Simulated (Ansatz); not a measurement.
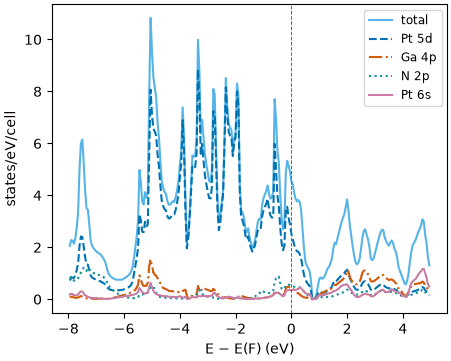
Figure: Total and projected density of states of GaPt₃N (anti-perovskite, Pm-3m), PBEsol in the plane-wave PAW code Ansatz

Which orbitals carry the states next to the Fermi level?

Within 0.5 eV of the Fermi level: Pt 5d 59 %, N 2p 13 %, Ga 4s 12 %, Pt 6s 8 %, Ga 4p 7 %. Projections are on Löwdin-orthogonalised atomic valence shells; empty p or d shells of many metals are not among them.

Where is the tallest occupied peak in this window, and what makes it?

Near -5.0 eV, about 11 states/eV per cell; the largest projected share is Pt 5d.

The start of the workflow was typed in or built on a structure type; neither database checked (COD, Materials Project) lists it. Its standing as an ambient phase is unchecked. The cell was relaxed with PBEsol under the symmetry of its start. At this level the phase is dynamically unstable (imaginary phonons). No spin polarisation was allowed. The volume moved by 19 % from the start of the relaxation. Its formation energy is positive at this level, so the cell may be metastable or incomplete. Spin–orbit coupling is left out wherever it is not named.

Potentials: the earlier of the program's two PAW sets. The files were generated under PBE; for other functionals the program regenerates the frozen cores, and for LDA and PBEsol the local potential too.
